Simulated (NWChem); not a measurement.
# OF (Oxygen monofluoride) at UB3LYP/aug-cc-pVTZ

What is the vertical electron affinity of OF (Oxygen monofluoride) at UB3LYP/aug-cc-pVTZ? 

The calculation is run with NWChem 7.3.0.

4 further runs of the same task are left out: 4 set aside as unsound or not needed. Runs told in other sessions of the task aren't counted.

## (1) The molecule

The species is OF (2 atoms), meant as a doublet with charge 0. As SMILES, `[O]F`. The shape is that of a PBE0-D4/def2-TZVP optimisation.

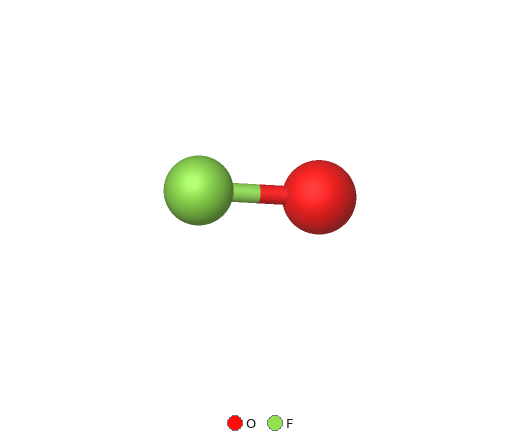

Viewed from a chosen angle; oxygen red, fluorine green.

## (2) Energy and forces at UB3LYP/aug-cc-pVTZ

Input file fo.xyz:

```xyz
2
FO
O      0.000000     0.000000    -0.015950
F      0.000000     0.000000     1.314400
```

Input file fo.nw:

```
start fo
title "FO"
memory stack 880 mb heap 220 mb global 1100 mb
charge 0
geometry noautosym nocenter noautoz
  load fo.xyz
end
basis spherical bse
  * library aug-cc-pVTZ
end
dft
  xc b3lyp
  mult 2
  grid fine
  convergence energy 1e-08
  maxiter 100
  mulliken
end
task dft gradient
```

Started as:

```
$ nwchem fo.nw > fo.out
```

The program printed:

```text
[...]
          Wavefunction type:  spin polarized.
          No. of atoms     :     2
          No. of electrons :    17
[...]
          Charge           :     0
          Spin multiplicity:     2
[...]
          AO basis - number of functions:    92
[...]
              XC Information
              --------------
                         B3LYP Method XC Potential
                     Hartree-Fock (Exact) Exchange  0.200
                        Slater Exchange Functional  0.800 local
                    Becke 1988 Exchange Functional  0.720 non-local
              Lee-Yang-Parr Correlation Functional  0.810
                  VWN I RPA Correlation Functional  0.190 local
[...]
 d= 0,ls=0.0,diis     1   -174.8991051521 -2.04D+02  2.49D-03  2.43D-01     0.9
[...]
 d= 0,ls=0.0,diis    12   -174.9483268536 -7.53D-10  9.68D-08  1.32D-10     8.0
[...]
         Total DFT energy =     -174.948326853596
      One electron energy =     -299.082739069459
           Coulomb energy =      114.373280271475
    Exchange-Corr. energy =      -18.878520724442
 Nuclear repulsion energy =       28.639652668830
[...]
      Total Density - Mulliken Population Analysis
     ---------------------------------------------
    Atom       Charge   Shell Charges
 -----------   ------   -------------------------------------------------------
    1 O    8     7.96   1.94  0.28  1.07  0.68  0.05  1.20  1.84  0.83  0.03  0.00  0.03 -0.01  0.00  0.01
    2 F    9     9.04   1.94  0.29  1.07  0.67  0.01  1.55  2.29  1.15  0.02  0.00  0.02  0.01  0.00  0.00
[...]
      <S2> =      0.7534 (Exact =     0.7500)
[...]
  wavefunction    = open shell
                         DFT ENERGY GRADIENTS
    atom               coordinates                        gradient
                 x          y          z           x          y          z
   1 O       0.000000   0.000000  -0.030141   -0.000000  -0.000000   0.016760
   2 F       0.000000   0.000000   2.483856    0.000000   0.000000  -0.016760
[...]
```

Run time: 13 s. Hardware: 1 thread of Intel Xeon 6975P-C (Granite Rapids), shared host; peak memory 0.12 GiB.

## (3) The singlet anion: a single-point energy at B3LYP/aug-cc-pVTZ

Input file fo.nw:

```
start fo
title "FO energy"
memory stack 880 mb heap 220 mb global 1100 mb
charge -1

geometry units angstrom noautosym nocenter noautoz
   O     0.000000    0.000000   -0.015950
   F     0.000000    0.000000    1.314400
end

basis "ao basis" spherical bse
   * library aug-cc-pVTZ
end

dft
   xc b3lyp
   grid fine
   convergence energy 1e-08
   iterations 100
   mulliken
end

task dft energy
```

Started as:

```
$ nwchem fo.nw > fo.out
```

The program printed:

```text
[...]
          Wavefunction type:  closed shell.
          No. of atoms     :     2
          No. of electrons :    18
[...]
          Charge           :    -1
          Spin multiplicity:     1
[...]
          AO basis - number of functions:    92
[...]
              XC Information
              --------------
                         B3LYP Method XC Potential
                     Hartree-Fock (Exact) Exchange  0.200
                        Slater Exchange Functional  0.800 local
                    Becke 1988 Exchange Functional  0.720 non-local
              Lee-Yang-Parr Correlation Functional  0.810
                  VWN I RPA Correlation Functional  0.190 local
[...]
 d= 0,ls=0.0,diis     1   -174.6274478188 -2.03D+02  2.32D-02  5.49D+00     0.7
[...]
 d= 0,ls=0.0,diis     8   -175.0146169771  7.14D-09  2.43D-06  2.03D-07     4.4
         Total DFT energy =     -175.014616977150
      One electron energy =     -305.640791310040
           Coulomb energy =      121.201146211162
    Exchange-Corr. energy =      -19.214624547102
 Nuclear repulsion energy =       28.639652668830
[...]
      Total Density - Mulliken Population Analysis
     ---------------------------------------------
    Atom       Charge   Shell Charges
 -----------   ------   -------------------------------------------------------
    1 O    8     8.79   1.94  0.27  1.02  0.69  0.11  1.25  1.94  1.19  0.34  0.00  0.03 -0.01  0.00  0.01
    2 F    9     9.21   1.94  0.28  1.04  0.66  0.02  1.58  2.33  1.28  0.02  0.00  0.02  0.02  0.00  0.00
[...]
```

Run time: 5.1 s. Hardware: 1 thread of Intel Xeon 6975P-C (Granite Rapids), shared host; peak memory 0.11 GiB.

## (4) What came out

At UB3LYP/aug-cc-pVTZ:

| quantity | value |
| --- | --- |
| doublet OF: total energy | -174.94833 Eh |
| doublet OF: dipole moment | 0.09 D |
| doublet OF: HOMO energy (highest over α and β) | -8.91 eV |
| doublet OF: LUMO energy (lowest over α and β) | -5.26 eV |
| doublet OF: ⟨S²⟩ | 0.753 |
| doublet OF: largest force on an atom | 0.862 eV/Å |
| singlet anion: total energy | -175.01462 Eh |
| singlet anion: HOMO energy | 1.35 eV |
| singlet anion: LUMO energy | 5.93 eV |
| singlet anion: HOMO–LUMO gap (to an unbound level, set by the basis) | 4.57 eV |
| vertical electron affinity (to the singlet anion) | 1.804 eV |

What this shows: At fixed nuclei the extra electron is bound by 1.80 eV (174 kJ/mol). The largest force (doublet OF) is 0.86 eV/Å: the shape isn't a stationary point for this species at this level. The HOMO (singlet anion) lies at positive energy, 1.35 eV, from the functional's self-interaction, a short basis or an electron that isn't bound; only total energies against the neutral tell.
